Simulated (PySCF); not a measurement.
Input file:

```
{"job": {"kind": "sp", "xc": "PBE0", "basis": "ma-def2-TZVP", "d3": "d3bj", "grid": 2}, "charge": 0, "multiplicity": 1}
C     -0.785436     0.243066     0.059465
C      0.566460    -0.401958    -0.118078
I      2.198497     0.968434     0.266427
H     -0.931932     0.606603     1.086907
H     -1.573170    -0.499448    -0.153656
H     -0.925519     1.091029    -0.626521
H      0.732817    -1.234617     0.576871
H      0.735748    -0.754517    -1.143229
```

Run with:

```sh
OMP_NUM_THREADS=1 python redox_run.py task.json out
```

Geometry: PBE0-D3(BJ)/ma-def2-SVP; core potentials replace the inner electrons of I.

Method: DFT single point, gas phase, functional PBE0 in PySCF.

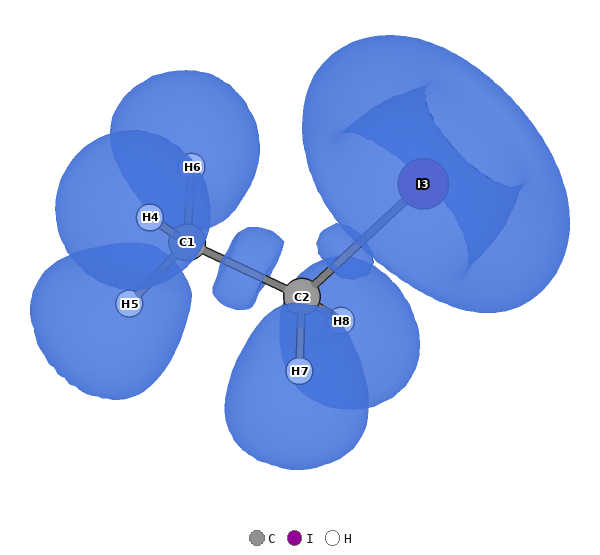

C₂H₅I. Isosurface of the ELF at 0.75 (blue), seen at a tilt. Only the valence region is drawn (cores and ρ < 0.01 e/Å³ removed).

Q: Identify the bonds, lone pairs and shells in this picture.

A: The ELF exceeds this value in one region between bonded C–C atoms (shared pairs), one region between bonded C–I atoms (shared pairs), five regions around hydrogen nuclei and one ring or bowl of non-bonding electrons around I. Along the contacts the grid gives the following. C–C (1.51 Å): the ELF peaks at about 0.95 between the atoms: localised, covalent bonding. C–I (2.17 Å): the ELF peaks at about 0.85 in the valence shell of C, 0.8 Å from its nucleus, and is about 0.70 at the midpoint.
